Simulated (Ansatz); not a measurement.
# PO (Phosphorus monoxide) at UPBE/STO-3G

What is the vertical doublet–quartet gap of PO (Phosphorus monoxide) at UPBE/STO-3G? 

The results are computed with Ansatz 0.2.0.

## (1) The system as given

PO has 2 atoms, charge 0, and is taken as a doublet. SMILES: `O=[P]`. The shape is that of a GFN2-xTB optimisation.

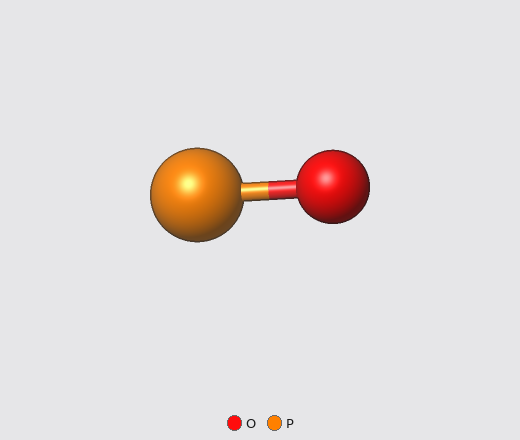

The structure, seen from a chosen angle (oxygen red, phosphorus orange).

## (2) The energy at UPBE/STO-3G

job.yaml reads:

```yaml
crystal:
  periodic: [false, false, false]
  atoms:
    - {symbol: O, position_ang: [0.000000, 0.000000, 0.000000]}
    - {symbol: P, position_ang: [0.000000, 0.000000, 1.455090]}
basis:
  gaussian: {orbitals: STO-3G}
magnetization: {spin_polarized: true, initial_magnetization: 1}
hamiltonian: {xc: {name: PBE}}
accuracy: high
```

Launch:

```bash
ansatz run job.yaml --threads 1 --pin off --max-ram 2610MiB --events-out events.jsonl --progress --plain --runs-dir runs
```

What it wrote:

```text
Warning: RAYON_NUM_THREADS=1 ignored (pool sized by the plan → 1); use --threads N
Functional definition: PBE
  name "PBE"
  parameter kappa = 0.804
  parameter beta = 0.06672455060314922
  exchange = pbe_x(kappa = kappa, mu = beta*pi^2/3)
  correlation = pbe_c(beta = beta)
224 factors; integrals over basis functions are off by at most 1.2e-8 eV
mean field evaluation 1: about -11190.6301 eV, gradient 1.9e1 eV
mean field evaluation 2: about -11158.5456 eV, gradient 6.8e1 eV
mean field evaluation 4: about -11193.2375 eV, gradient 2.3e0 eV
mean field evaluation 8: about -11193.2575 eV, gradient 1.6e-1 eV
mean field evaluation 16: about -11193.2576 eV, gradient 5.8e-3 eV
mean field evaluation 32: about -11193.2638 eV, gradient 2.9e-1 eV
mean field -11193.25763291 eV, -411.3446309470 hartree, gradient 3.6e-8 eV, S^2 0.750182; 1 other end points of the search recorded, 0 dependent functions left out
reference -11193.25763393 eV, -411.3446309843 hartree; 12, 11 occupied and 2, 3 virtual orbitals, 224 factors
Total energy: -11193.25763393 eV, -411.3446309843 hartree
```

Wall time 1.3 s (1 thread of Intel Xeon Platinum 8375C at 2.90GHz (Ice Lake), shared host); peak memory 0.12 GiB.

## (3) The quartet at the same level

job.yaml reads:

```yaml
crystal:
  periodic: [false, false, false]
  atoms:
    - {symbol: O, position_ang: [0.000000, 0.000000, 0.000000]}
    - {symbol: P, position_ang: [0.000000, 0.000000, 1.455090]}
basis:
  gaussian:
    orbitals: STO-3G
accuracy: high
hamiltonian:
  xc: pbe
magnetization:
  spin_polarized: true
  initial_magnetization: 3
```

Launch:

```bash
ansatz run job.yaml --threads 1 --pin off --max-ram 2610MiB --events-out events.jsonl --progress --plain --runs-dir runs
```

What it wrote:

```text
Warning: RAYON_NUM_THREADS=1 ignored (pool sized by the plan → 1); use --threads N
Functional definition: PBE
  name "PBE"
  parameter kappa = 0.804
  parameter beta = 0.06672455060314922
  exchange = pbe_x(kappa = kappa, mu = beta*pi^2/3)
  correlation = pbe_c(beta = beta)
224 factors; integrals over basis functions are off by at most 1.2e-8 eV
mean field evaluation 1: about -11187.5826 eV, gradient 9.7e0 eV
mean field evaluation 2: about -11179.6441 eV, gradient 3.5e1 eV
mean field evaluation 4: about -11188.3159 eV, gradient 8.0e-2 eV
mean field evaluation 8: about -11188.3149 eV, gradient 2.8e-4 eV
mean field evaluation 16: about -11188.3149 eV, gradient 3.0e-9 eV
mean field evaluation 32: about -11188.1973 eV, gradient 3.0e0 eV
mean field -11188.31489380 eV, -411.1629886349 hartree, gradient 3.0e-9 eV, S^2 3.750633; 4 other end points of the search recorded, 0 dependent functions left out
reference -11188.31489486 eV, -411.1629886740 hartree; 13, 10 occupied and 1, 4 virtual orbitals, 224 factors
Total energy: -11188.31489486 eV, -411.1629886740 hartree
```

Wall time 1.4 s (1 thread of Intel Xeon Platinum 8375C at 2.90GHz (Ice Lake), shared host); peak memory 0.12 GiB.

## (4) Results

Level: UPBE/STO-3G.

| quantity | value |
| --- | --- |
| doublet: total energy | -411.34463 Eh |
| doublet: ⟨S²⟩ | 0.750 |
| quartet: total energy | -411.16299 Eh |
| quartet: ⟨S²⟩ | 3.751 |
| vertical energy of the quartet above the doublet | 4.943 eV |

At this shape the quartet lies 4.94 eV (114 kcal/mol) above the doublet. In a minimal basis such a difference can be off by several eV, whatever the method.
